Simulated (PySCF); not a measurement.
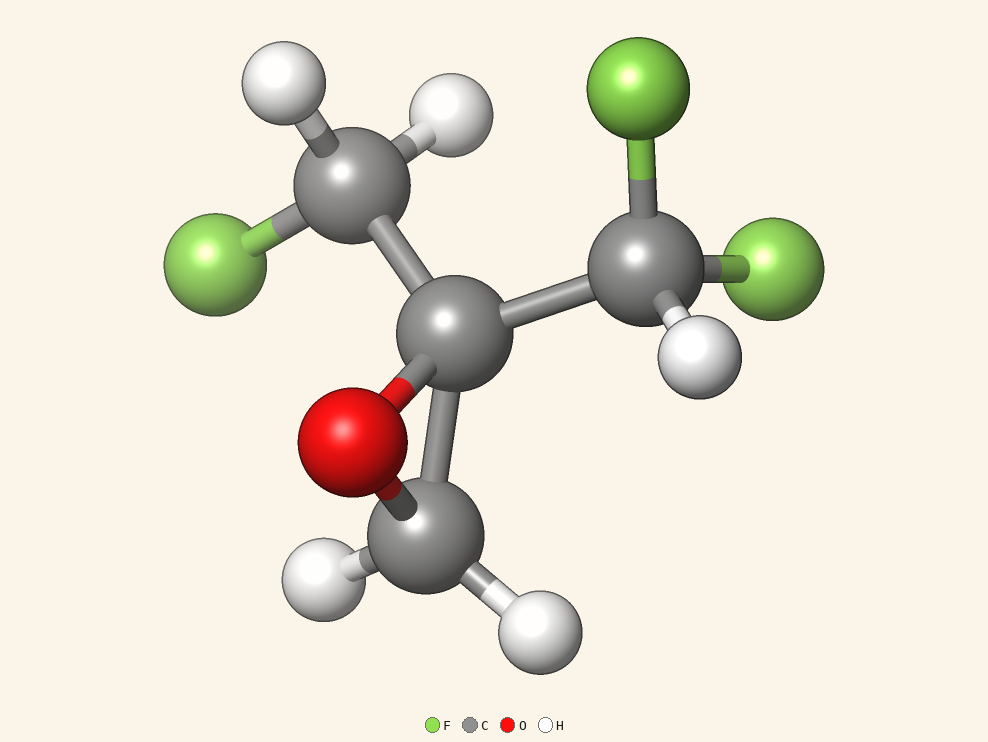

The picture shows a molecular structure as a ball-and-stick model.

The computed structure is the end point of a GFN2-xTB optimisation. No frequency run is at hand to confirm it as a minimum.

Identify the structure.

Formula C4H5F3O. As SMILES it reads `FC[C@]1(C(F)F)CO1`. Independent rings (smallest set): 1 of 3 members. Among its groups: ether, C–F bond. The point group is C1. Coordination, clear cases only: 2 C tetrahedral.

The parts below concern this one geometry. Atoms keep their numbers from picture to picture.

Shape

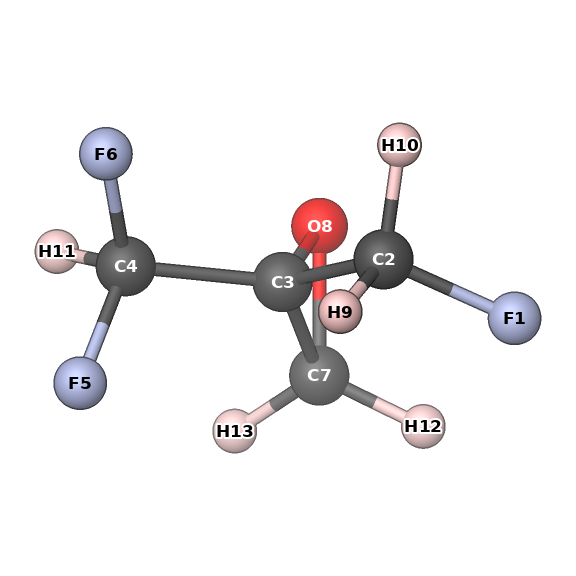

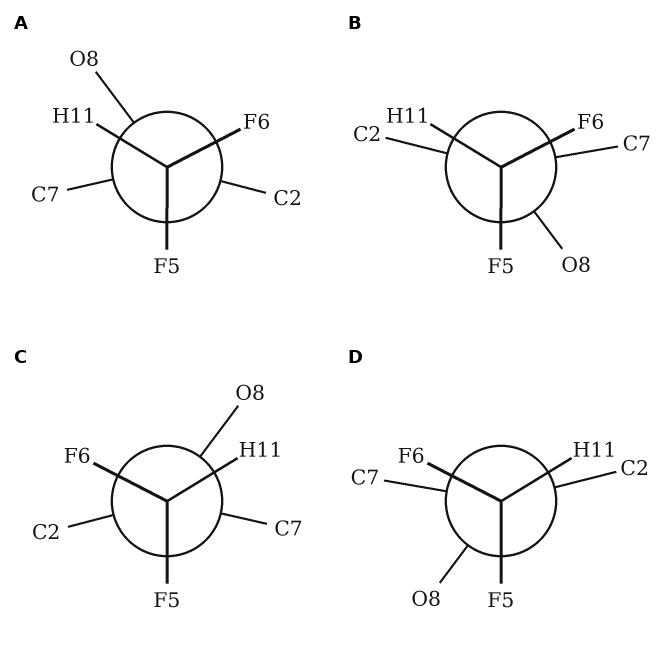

Depth is shown by fading: the farther an atom, the more it takes the colour of the background. Bonds that would overlap in a projection are set slightly apart. No frequency run is at hand to confirm it as a minimum.

Which Newman projection shows the view along C4–C3, with C4 in front?

Answer. A. The torsion angle F5–C4–C3–O8 is 143°, anticlinal.

Electronic properties

No frequency run is at hand to confirm it as a minimum. Properties computed with CAM-B3LYP/def2-SVPD, gas phase (PySCF 2.14.0). Excitations: vertical, linear response.

Estimate the brightest of the 8 lowest singlets.

Answer. 9.10 eV.

Estimate the lowest vertical singlet excitation.

Answer. 8.15 eV.

Estimate the HOMO energy (Kohn–Sham orbital).

Answer. −10.12 eV.

Estimate the LUMO energy (Kohn–Sham orbital).

Answer. 1.22 eV.

Dipole moment

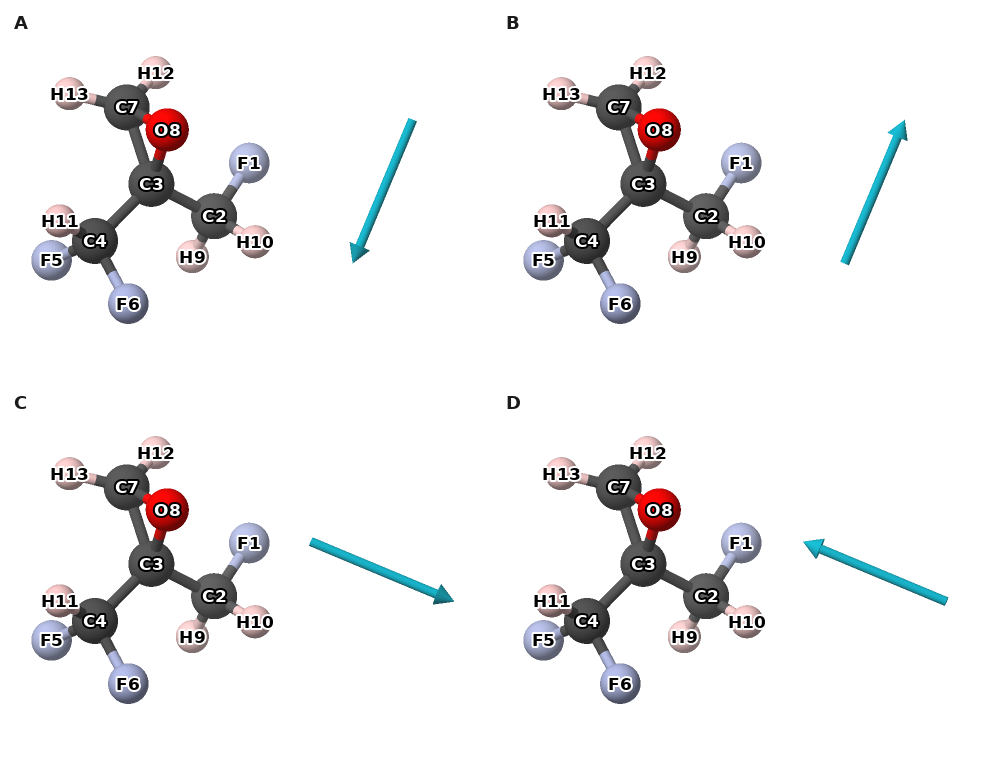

The same molecule four times, each with an arrow. No frequency run is at hand to confirm it as a minimum. Level of theory: CAM-B3LYP/def2-SVPD, gas phase (PySCF 2.14.0).

Which arrow points along the dipole moment, from the negative to the positive end?

Answer. D. The dipole moment is 1.31 D; it points from the side of H10 to the side of H13 (the outermost atoms at the two ends).

Polarisability

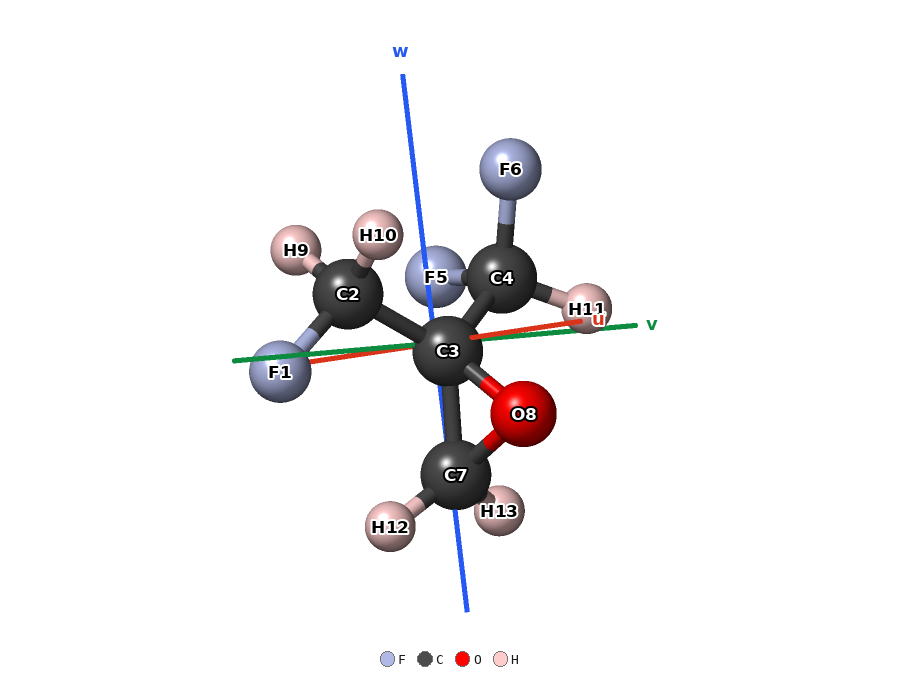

The lines u, v and w are the principal axes of the static dipole polarisability. No frequency run is at hand to confirm it as a minimum. Computed with CAM-B3LYP/def2-SVPD (PySCF 2.14.0).

Along which axis is the molecule most polarisable, and along which least?

Answer. Most along w (nearly parallel to the C3–C7 bond), least along u.

Give the three principal values.

Answer. u 46.8, v 52.1, w 57.1 bohr³; mean 52.0, anisotropy 8.9 bohr³.
